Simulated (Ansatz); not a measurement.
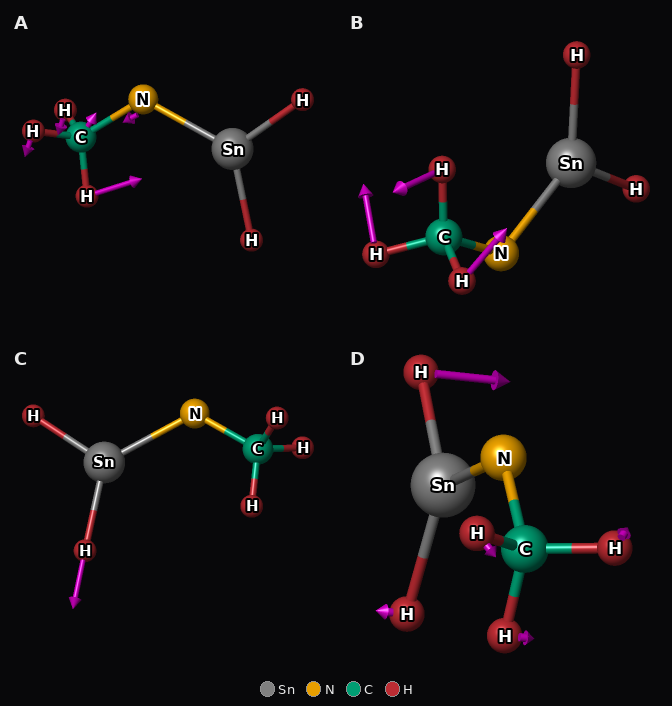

4 normal modes of one molecule or complex, as arrows. Harmonic vibrations computed with RKS PBE0-D4/def2-TZVP, core potentials on Sn (Ansatz 0.2.0) at a stationary point of the same level.

**Match the panels to the wavenumbers 364 cm⁻¹, 1123 cm⁻¹, 1482 cm⁻¹, 1875 cm⁻¹.**

A: 1123 cm⁻¹
B: 1482 cm⁻¹, H–C–H bending
C: 1875 cm⁻¹, Sn–H stretching
D: 364 cm⁻¹, a torsion or out-of-plane motion in which bond lengths and bond angles hardly change
